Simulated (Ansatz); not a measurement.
The structure in question:

```xyz
4
Lattice="4.0689 0.1770 -0.3013 0.1544 4.7792 -0.3077 0.6621 0.9870 3.6104" Properties=species:S:1:pos:R:3 pbc="T T T"
Sc    0.0000    0.0000    0.0000
Sc    3.8488    2.6678    0.9512
Ru    1.9031    3.2512    2.6591
Ru    2.1303    0.6970    1.4261
```

What would you see if this were drawn?

Answer. Composition: ScRu. Space group: P1, with no symmetry beyond the lattice. The atoms show no order inside the cell. It has 4 atoms to the cell (2 Sc, 2 Ru).

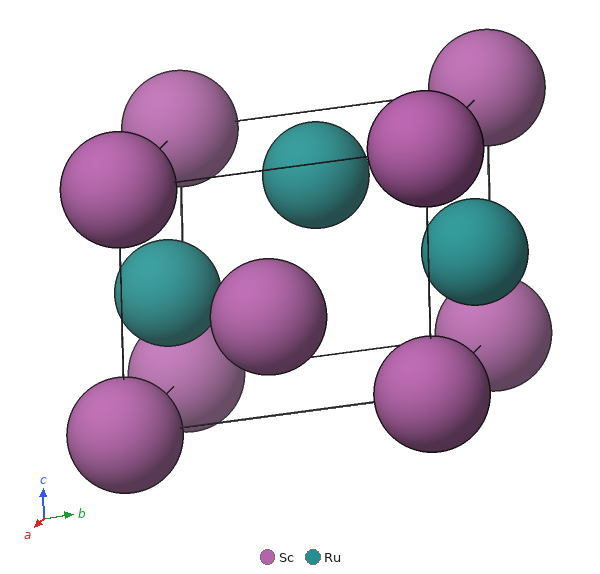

The image is a spheres-only drawing of a crystal, viewed slightly off an axis. Thin lines show the simulation cell, with boundary atoms drawn in all their periodic places.

Provenance: a made-up disordered cell; not relaxed. It went into a calculation with Ansatz.

At this level of theory the cell isn't at rest (forces up to 1.3 eV/Å), so its distances can differ from those at equilibrium, the more so the softer the solid.
